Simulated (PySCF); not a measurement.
Vertical excitations of a molecule C4H4N, multiplicity 2 from TDA-CAM-B3LYP/def2-SVPD (PySCF), as energy in eV (oscillator strength): 1.68 (0.001), 2.32 (0.000), 4.94 (0.006), 5.14 (0.001), 5.72 (0.000), 5.95 (0.001), 5.96 (0.003), 5.97 (0.003), 6.07 (0.000), 6.56 (0.049). The structure is a stationary point at B3LYP-D3(BJ)/def2-SVP. One conformer was computed; it need not be the lowest.

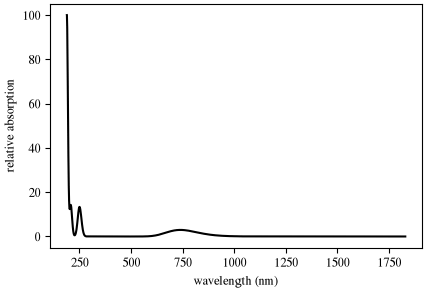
Fig. 1. The lines broadened by 0.4 eV.

Identify the compound among the candidates.
A. C1=C[N]C=C1
B. [c]1cc[nH]c1
C. [c]1ccc[nH]1

A, C1=C[N]C=C1
